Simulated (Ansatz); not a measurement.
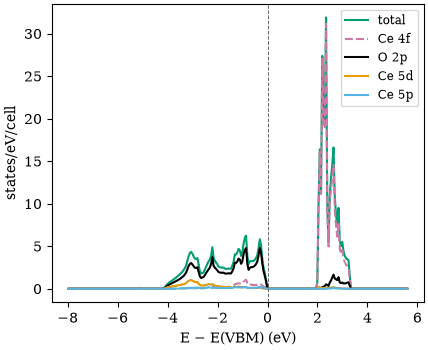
Fig. 1. Total and projected density of states of CeO₂ (fluorite, Fm-3m), LDA (plane waves, PAW; program Ansatz)

Problem. Which orbitals carry the states next to the gap?

Solution. Top 1 eV of the valence band: O 2p 80 %, Ce 4f 13 %. Bottom 1 eV of the conduction band: Ce 4f 93 %, O 2p 5 %. Projections are on Löwdin-orthogonalised atomic valence shells; empty p or d shells of many metals are not among them.

Problem. Where is the tallest occupied peak in this window, and what makes it?

Solution. Near -0.9 eV, about 6.2 states/eV per cell; the largest projected share is O 2p.

Symmetry was held in the LDA relaxation. No spin polarisation was allowed. The 4f shell is in the valence. No Hubbard U is applied. Scalar-relativistic: spin–orbit coupling is off unless named, which matters more the heavier the elements.

Potentials: the earlier of the program's two PAW sets. The files were generated under PBE; for other functionals the program regenerates the frozen cores, and for LDA and PBEsol the local potential too.
